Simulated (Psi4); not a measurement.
# BSiN2H5 (SMILES N[SiH]1BN1) at MP2/cc-pVDZ

What is the vertical ionisation energy of BSiN2H5 at MP2/cc-pVDZ? 

The results are computed with Psi4 1.11.

2 further runs of the same task are left out: 2 set aside as unsound or not needed. Runs told in other sessions of the task aren't counted.

**1. The system as given**

BSiN2H5: 9 atoms, total charge 0, spin state singlet. As SMILES, `N[SiH]1BN1`. The shape is that of a PBE0-D4/def2-TZVP optimisation. This is one conformer, not always the lowest.

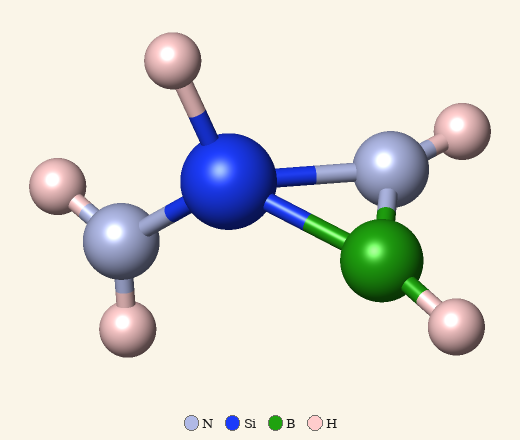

Viewed from a chosen angle; nitrogen light blue, silicon blue, boron green, hydrogen pink.

**2. A single-point energy at MP2/cc-pVDZ**

File bh5n2si.xyz:

```xyz
9
BH5N2Si
N     -0.637800     1.588100     0.218200
Si     0.258900     0.175500     0.530500
B     -0.233900    -1.625800     0.110200
N      0.650500    -0.971600    -0.738400
H     -0.221300     2.503300     0.212900
H     -1.561800     1.577300    -0.177300
H      1.441200     0.620900     1.305200
H     -0.741300    -2.702400     0.114400
H      1.134000    -1.211600    -1.592900
```

File run_ase.py:

```python
import numpy as np
from ase.calculators.psi4 import Psi4
from ase.io import read

a = read('bh5n2si.xyz')
calc = Psi4(atoms=a, method='mp2', basis='cc-pVDZ', memory='2200MB', num_threads=1, charge=0, multiplicity=1, label='calc')
calc.psi4.set_options({'puream': True, 'e_convergence': 1e-09, 'd_convergence': 1e-08, 'scf_type': 'pk', 'num_frozen_docc': 8, 'mp2_type': 'conv'})
a.calc = calc

print(f'energy: {a.get_potential_energy():.6f} eV')
```

The run is started by

```bash
$ python run_ase.py
```

calc.dat, cut to the lines that bear on the results:

```text
[...]
  Running in c1 symmetry.
[...]
  Nuclear repulsion =  149.962674332369971
[...]
  Multiplicity = 1
[...]
  Nalpha       = 19
  Nbeta        = 19
[...]
    Number of basis functions: 85
[...]
   @RHF iter   1:  -425.31452493722321   -6.16768e-01   6.18954e-03 DIIS/ADIIS
[...]
   @RHF iter  12:  -425.45119589443055   -3.80851e-12   4.77378e-09 DIIS
[...]
    Orbital Energies [Eh]
    ---------------------
    Doubly Occupied:
       1A    -68.791115     2A    -15.545203     3A    -15.537465
       4A     -7.595728     5A     -6.135241     6A     -4.243059
       7A     -4.241498     8A     -4.240896     9A     -1.154802
      10A     -1.127324    11A     -0.760222    12A     -0.672250
      13A     -0.652741    14A     -0.594293    15A     -0.527788
      16A     -0.484341    17A     -0.422823    18A     -0.412944
      19A     -0.337462
[...]
  @RHF Final Energy:  -425.45119589443055
   => Energetics <=
    Nuclear Repulsion Energy =            149.9626743323699714
    One-Electron Energy =                -883.8733478915261230
    Two-Electron Energy =                 308.4594776647256253
    Total Energy =                       -425.4511958944305547
[...]
 Multipole Moments:
 ------------------------------------------------------------------------------------
     Multipole            Electronic (a.u.)      Nuclear  (a.u.)        Total (a.u.)
 ------------------------------------------------------------------------------------
 L = 1.  Multiply by 2.5417464519 to convert [e a0] to [Debye]
 Dipole X            :          0.0119387            0.0213621            0.0333009
 Dipole Y            :         -1.9260014            2.4761916            0.5501901
 Dipole Z            :          0.1284942           -0.6704448           -0.5419506
 Magnitude           :                                                    0.7729997
[...]
	SCS-MP2 Total Energy (a.u.)        :  -425.96168188889561
	SOS-MP2 Total Energy (a.u.)        :  -425.92027207230188
	SCSN-MP2 Total Energy (a.u.)       :  -425.66983972604550
[...]
	SOS-PI-MP2 Total Energy (a.u.)     :  -425.99845143528046
[...]
	MP2 Total Energy (a.u.)            :  -425.96632215910455
[...]
```

The script printed:

```text
energy: -11591.134026 eV
```

Wall time 6.9 s (1 thread of Intel Xeon 6975P-C (Granite Rapids), shared host); peak memory 0.45 GiB.

**3. The doublet cation, same level**

File input.dat:

```
memory 2200 MB

molecule mol {
  1 2
  N
  Si 1 r2
  B 2 r3 1 a3
  N 3 r4 2 a4 1 d4
  H 1 r5 2 a5 4 d5
  H 1 r6 5 a6 2 d6
  H 2 r7 1 a7 6 d7
  H 3 r8 4 a8 2 d8
  H 4 r9 3 a9 8 d9

  r2 = 1.70207
  r3 = 1.914206
  a3 = 127.23337
  r4 = 1.389339
  a4 = 61.77956
  d4 = 99.73395
  r5 = 1.00553
  a5 = 122.55607
  d5 = -107.4643
  r6 = 1.005143
  a6 = 112.85974
  d6 = -166.95653
  r7 = 1.482017
  a7 = 105.47236
  d7 = -170.86196
  r8 = 1.190185
  a8 = 134.38438
  d8 = 178.29311
  r9 = 1.010714
  a9 = 135.16131
  d9 = -0.87641
  units angstrom
  symmetry c1
}

set globals {
  reference uhf
  puream true
  e_convergence 1e-09
  d_convergence 1e-08
  scf_type pk
  num_frozen_docc 8
  mp2_type conv
  maxiter 100
}

energy("mp2/cc-pVDZ")
```

The run is started by

```bash
$ psi4 -i input.dat -o output.dat -n 1
```

output.dat, cut to the lines that bear on the results:

```text
[...]
  Running in c1 symmetry.
[...]
  Nuclear repulsion =  149.962672959193327
[...]
  Multiplicity = 2
[...]
  Nalpha       = 19
  Nbeta        = 18
[...]
    Number of basis functions: 85
[...]
   @UHF iter   1:  -425.03509060863365   -3.37333e-01   5.52699e-03 ADIIS/DIIS
[...]
   @UHF iter  19:  -425.15625437663101   -2.50111e-12   6.68969e-09 DIIS
[...]
   @S^2 Observed:                7.613785734E-01
[...]
  @UHF Final Energy:  -425.15625437663101
   => Energetics <=
    Nuclear Repulsion Energy =            149.9626729591933270
    One-Electron Energy =                -874.3656734917417452
    Two-Electron Energy =                 299.2467461559173785
    Total Energy =                       -425.1562543766310114
  UHF NO Occupations:
  HONO-2 :   17  A 1.9985860
  HONO-1 :   18  A 1.9975958
  HONO-0 :   19  A 1.0000000
  LUNO+0 :   20  A 0.0024042
  LUNO+1 :   21  A 0.0014140
[...]
 Multipole Moments:
 ------------------------------------------------------------------------------------
     Multipole            Electronic (a.u.)      Nuclear  (a.u.)        Total (a.u.)
 ------------------------------------------------------------------------------------
 L = 1.  Multiply by 2.5417464519 to convert [e a0] to [Debye]
 Dipole X            :         -0.7105145            0.8197576            0.1092431
 Dipole Y            :         -1.5010463            1.1019657           -0.3990806
 Dipole Z            :          2.3680528           -2.1668282            0.2012246
 Magnitude           :                                                    0.4600986
[...]
	SCS-MP2 Total Energy (a.u.)        :  -425.64465781335264
	SOS-MP2 Total Energy (a.u.)        :  -425.64196980947116
	SCSN-MP2 Total Energy (a.u.)       :  -425.36772222830933
[...]
	SOS-PI-MP2 Total Energy (a.u.)     :  -425.67933253507425
[...]
	MP2 Total Energy (a.u.)            :  -425.65003382111553
[...]
```

Run time: 7.5 s. Hardware: 1 thread of Intel Xeon 6975P-C (Granite Rapids), shared host; peak memory 0.46 GiB.

**4. Results**

Level: MP2/cc-pVDZ, 8 core orbitals frozen.

```
                                                                  quantity          value
                                             singlet BSiN2H5: total energy  -425.96632 Eh
                      singlet BSiN2H5: HOMO energy (Hartree–Fock orbitals)       -9.18 eV
                      singlet BSiN2H5: LUMO energy (Hartree–Fock orbitals)        3.77 eV
                    singlet BSiN2H5: HOMO–LUMO gap (Hartree–Fock orbitals)       12.96 eV
              singlet BSiN2H5: correlation energy (8 core orbitals frozen)     -515.1 mEh
                                              doublet cation: total energy  -425.65003 Eh
doublet cation: HOMO energy (Hartree–Fock orbitals) (highest over α and β)      -16.38 eV
 doublet cation: LUMO energy (Hartree–Fock orbitals) (lowest over α and β)       -6.94 eV
               doublet cation: correlation energy (8 core orbitals frozen)     -493.8 mEh
                         doublet cation: ⟨S²⟩ of the reference determinant          0.761
                        vertical ionisation energy (to the doublet cation)       8.607 eV
```

What this shows: The vertical ionisation energy comes to 8.61 eV (830 kJ/mol).
